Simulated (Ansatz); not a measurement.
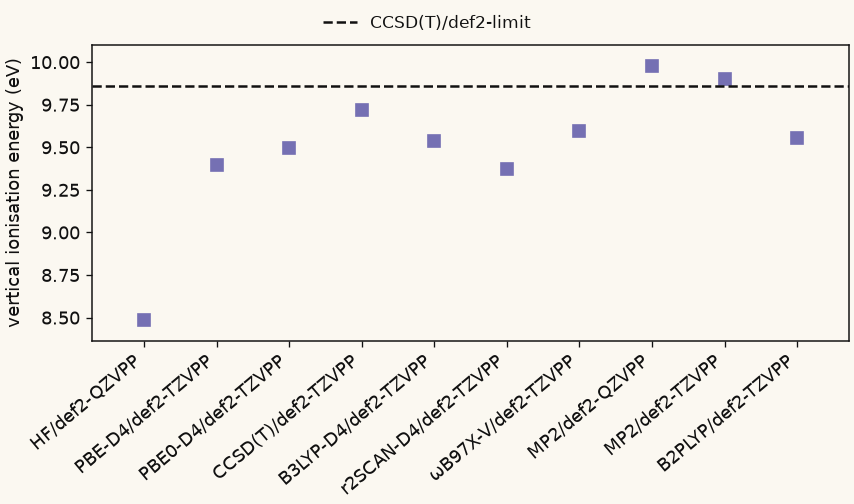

Vertical ionisation energy of C₃H₅Cl, SMILES C=C(C)Cl, taken as the energy of the cation less that of the neutral at fixed geometry (unrestricted doublet cation, cores frozen in correlated methods, no spin-orbit coupling), the Ansatz code 0.2.0, at a PBE0-D4/def2-TZVP geometry (a minimum by its frequencies). Limit means an estimate of the basis limit from triple and quadruple zeta; for coupled cluster it is either extrapolated directly or built as the MP2 limit plus the step from MP2 in triple zeta. B2PLYP/def2-TZVPP holds a correlation term that converges slowly with the basis, so part of the distance to the limit is basis error. The distance of CCSD(T)/def2-TZVPP, MP2/def2-QZVPP and MP2/def2-TZVPP to the limit includes basis error.

> What range do the values span, the line included?

From 8.48 eV (HF/def2-QZVPP) to 9.98 eV (MP2/def2-QZVPP).

> Give the values.

| level | eV | less CCSD(T)/def2-limit |
| --- | --- | --- |
| HF/def2-QZVPP | 8.48 | −1.38 |
| PBE-D4/def2-TZVPP | 9.39 | −0.47 |
| PBE0-D4/def2-TZVPP | 9.50 | −0.37 |
| CCSD(T)/def2-TZVPP | 9.72 | −0.14 |
| B3LYP-D4/def2-TZVPP | 9.54 | −0.33 |
| r2SCAN-D4/def2-TZVPP | 9.37 | −0.49 |
| ωB97X-V/def2-TZVPP | 9.59 | −0.27 |
| MP2/def2-QZVPP | 9.98 | 0.12 |
| MP2/def2-TZVPP | 9.90 | 0.04 |
| B2PLYP/def2-TZVPP | 9.55 | −0.31 |
| CCSD(T)/def2-limit | 9.86 | 0.00 |
